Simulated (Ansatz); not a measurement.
F₄H₂OW···Cl (doublet)

The calculation's input:

```
crystal:
  periodic: [false, false, false]
  atoms:
    - { symbol: W, position_ang: [0.024803, -0.058179, -0.132368] }
    - { symbol: F, position_ang: [0.044502, 0.570538, 1.653612] }
    - { symbol: F, position_ang: [1.848791, 0.255939, -0.338079] }
    - { symbol: H, position_ang: [-0.030517, 1.694124, -0.054335] }
    - { symbol: F, position_ang: [-1.821334, 0.152652, -0.262082] }
    - { symbol: O, position_ang: [0.087317, -1.673685, 0.751642] }
    - { symbol: H, position_ang: [0.107386, -1.78904, 1.776561] }
    - { symbol: F, position_ang: [-0.004527, -0.360507, -1.976892] }
    - { symbol: Cl, position_ang: [0.125179, -1.288941, 3.60424] }
magnetization:
  spin_polarized: true
  initial_magnetization: 1
basis:
  gaussian: { orbitals: def2-SVP }
hamiltonian:
  xc: pbe
relax:
  f_tol: 0.03
  max_steps: 50
output:
  orbitals: {}
```

Run with:

```sh
ansatz run input.yaml --threads 4 --pin off --max-ram 5120MiB --backend cpu --events-out ev --progress --plain --runs-dir out
```

The fields are those of the run's last geometry, not of the input's.

Core potentials replace the inner electrons of W.

Level of theory: Ansatz, UKS PBE/def2-SVP.

Predict the electron density, electron localisation function and spin density between the atoms.

Answer. Cl9···H7 (1.89 Å): the density falls to about 0.35 e/Å³ on the way; the ELF climbs to about 0.90 towards the hydrogen, as it does in any bond to H: by its geometry a hydrogen bond between the two molecules, with no shared pair.
W–O (1.84 Å): ρ at the midpoint is about 1.3 e/Å³; the ELF peaks at about 0.80 in the valence shell of O, 0.6 Å from its nucleus, and drops to about 0.30 between the two atoms.
W–F (1.87 Å): the density is about 1.1 e/Å³ at the midpoint; the ELF peaks at about 0.85 in the valence shell of F, 0.5 Å from its nucleus, and drops to about 0.20 between the two atoms.
O–H (1.04 Å): ρ is about 3.2 e/Å³ halfway; the ELF climbs to about 1 towards the hydrogen; an ordinary covalent bond to hydrogen.
The unpaired spin (1 electron) lies mostly on Cl9 (about 0.7) and F2 (about 0.2), in electrons by Hirshfeld's partition.

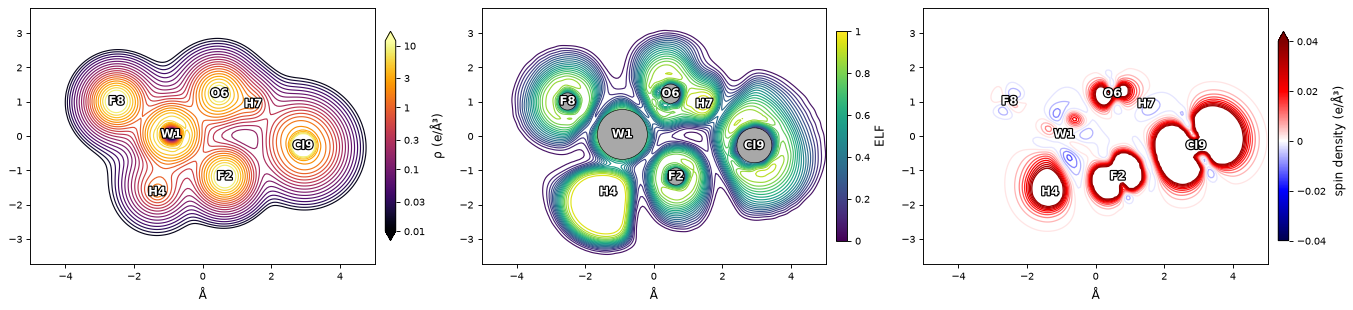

Computed electron density, electron localisation function and spin density on the plane of atoms W1, O6 and H7, in this order. Grey discs cover the atomic cores in the ELF map. 
